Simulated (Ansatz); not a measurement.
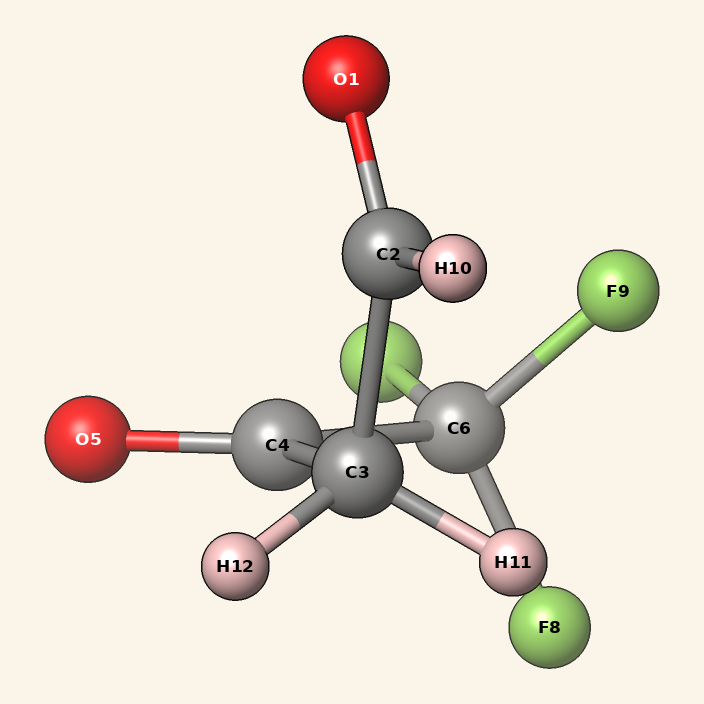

(Drawn from a calculation with Ansatz.)

C4 lies behind C3. The molecule seen a little off the C3–C4 bond, C3 in front. Atoms fade into the background with distance from the viewer. The species has charge +1 and is a spin doublet. Geometry: the geometry of the neutral molecule.

What is the torsion angle C2–C3–C4–O5? The sign is positive where the front bond must turn clockwise to cover the back bond.

Answer. −90°, about perpendicular.
